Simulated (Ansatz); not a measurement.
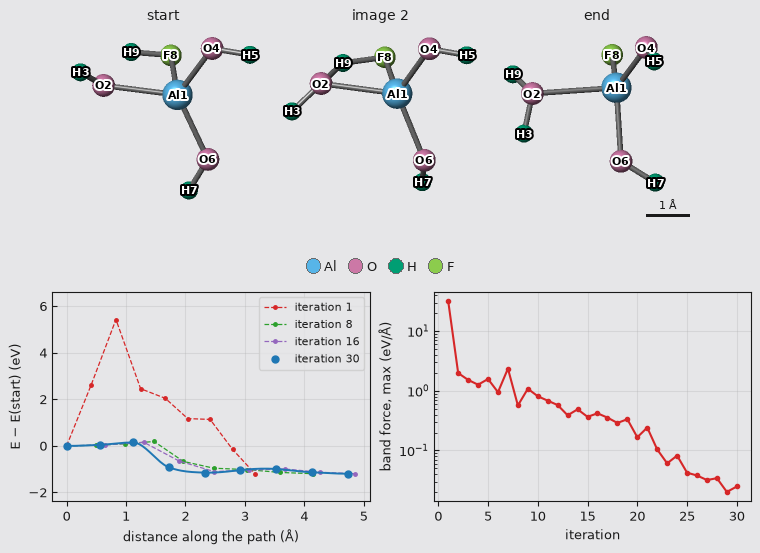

NEB run on AlH$_{4}$O$_{3}$F. Images are numbered from 0 (start) to 8 (end). The plot follows the band through its iterations. The picture is a ball-and-stick view, seen from a free direction.

All numbers below come from RHF/6-31G* in Ansatz 0.2.0. Run with 7 movable images; climbing image; force threshold 0.03 eV/Å; iteration limit 60; starting path through a guess of the saddle point.

How did the profile develop, and is the result final?

Answer. The run is converged, with reservations. The band converged in 30 iterations. The largest component of the band force went from 32 to 0.025 eV/Å. The climbing image converged on the top of the path. Its vibrational analysis gives one imaginary mode (723i cm⁻¹), as a transition state must have. The first iteration put the highest image at 5.43 eV. The highest point, image 2, lies 0.15 eV above the start and 1.34 eV above the end; the end is at −1.19 eV relative to the start. The profile has 2 maxima (images 2, 6) with a dip at image 4 (−1.15 eV), so the process runs in steps.

Limits of the set-up: Hartree-Fock leaves out electron correlation.
